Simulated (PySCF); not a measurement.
## Electronic structure of C5H11AsO in real space

Input file:

```
{"job": {"kind": "uv", "xc": "B3LYP", "basis": "def2-SVPD", "nstates": 8, "ntriplets": 3}, "charge": 0, "multiplicity": 1}
As    -2.922049    -0.082792    -0.588427
C     -1.163553    -0.861995    -0.077996
C     -0.022600    -0.263049    -0.886210
C      1.367675    -0.815162    -0.505936
C      2.136554     0.433536    -0.045682
O      1.514189     1.525173    -0.684283
C      0.136368     1.251584    -0.643687
H     -3.649780    -0.752759     0.546213
H     -2.784736     1.144638     0.264976
H     -1.212567    -1.938327    -0.274259
H     -0.983042    -0.725177     0.991069
H     -0.211086    -0.440454    -1.950448
H      1.855183    -1.265193    -1.369684
H      1.309198    -1.560363     0.285893
H      3.187873     0.433486    -0.332272
H      2.060750     0.547692     1.046822
H     -0.357105     1.864115    -1.401660
H     -0.270031     1.511366     0.349156
```

Command:

```sh
OMP_NUM_THREADS=1 python probes_run.py task.json out
```

Geometry: GFN2-xTB.

Level of theory: B3LYP/def2-SVPD, SCF density, gas phase (PySCF).

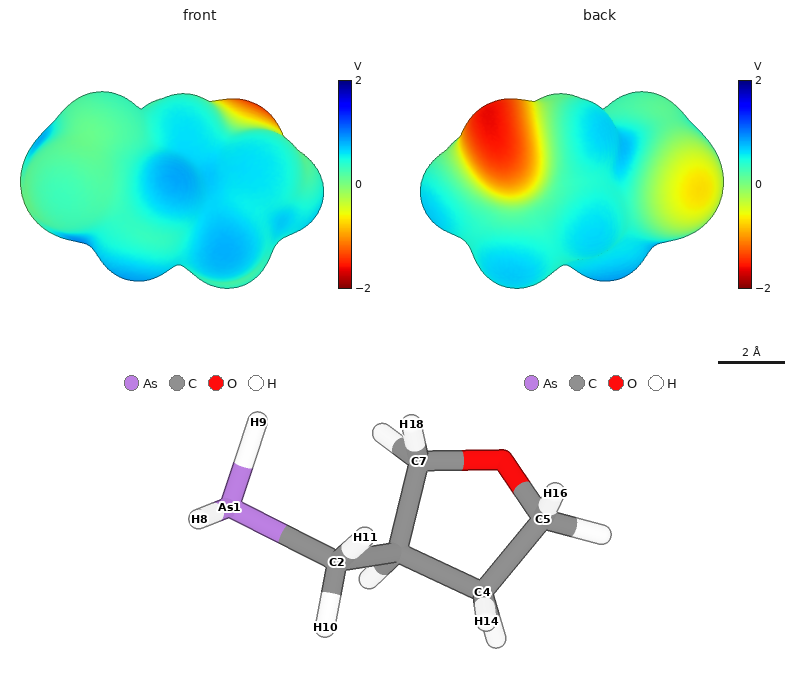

Figure 1. The molecular electrostatic potential painted on the density surface at 0.002 e/bohr³, seen from the front and from behind; the colour scale runs from red (negative) to blue (positive). The bare structure is drawn below in the same view.

> Where is the surface potential most negative and most positive?

The most negative region (about −1.6 V) lies over O6, the most positive (about +0.9 V) over As1, H10 and H11. O6 is the likeliest acceptor of a hydrogen bond.

> What dipole moment does the calculation give?

Its dipole moment is 1.88 D.

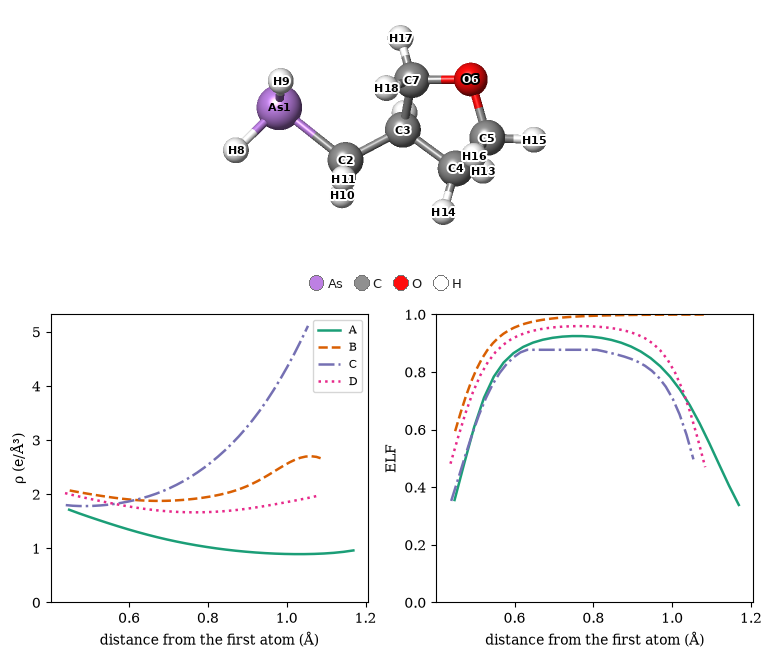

Figure 2. Total electron density and electron localisation function along straight lines between neighbouring atoms. The curves leave out the atomic cores. The structure is drawn too.

> Which curve belongs to which contact (C–As, C–C, C–H and C–O)? The first atom named is at distance zero.

Curve A: C–As (1.99 Å): the density is about 0.9 e/Å³ at the midpoint; the ELF peaks at about 0.90 between the atoms, as expected for a covalent bond. Curve B: C–H (1.09 Å): ρ at the midpoint is about 2 e/Å³; the ELF climbs to about 1 towards the hydrogen, as it does in any bond to H; an ordinary covalent bond to hydrogen. Curve C: C–O (1.41 Å): ρ at the midpoint is about 2.1 e/Å³, with its minimum of 1.8 e/Å³ about 0.5 Å from C; the ELF peaks at about 0.90 between the atoms: a shared but strongly polarised pair. Curve D: C–C (1.52 Å): the density is about 1.7 e/Å³ at the midpoint; the ELF peaks at about 0.95 between the atoms (a shared electron pair).
